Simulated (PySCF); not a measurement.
SMILES [OH][Ge]([OH])([OH])[OH2+] (H5GeO4 (cation, charge +1)) at its PBE0/def2-SVP optimised geometry (Å):

```
10

O     -1.0414    -1.6591    -1.4563
Ge    -1.0094    -0.7399     0.0000
O     -1.3323    -1.5309     1.4890
O     -1.4095     0.9282     0.0000
O      0.9510    -0.7399     0.0000
H     -1.7027    -2.3622    -1.5330
H     -1.8854    -1.0527     2.1248
H     -1.4818     1.3749    -0.8562
H      1.3923    -1.3749    -0.5919
H      1.4818    -0.5913     0.8010
```

Level of theory: PBE0/def2-TZVP (PySCF). Cells within 0.4 Å of a nucleus heavier than hydrogen are left out (blank, or x).

Map of the deformation density (molecule minus spherical neutral atoms) (e/bohr³) on the plane z = 0.0 Å:

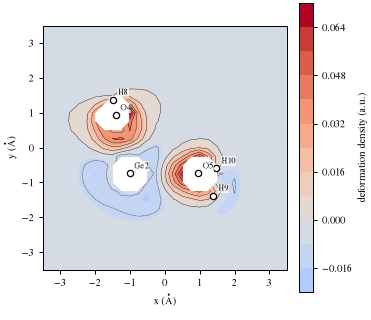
*Deformation density (molecule minus spherical neutral atoms) (e/bohr³) on the plane z = 0.0 Å.*
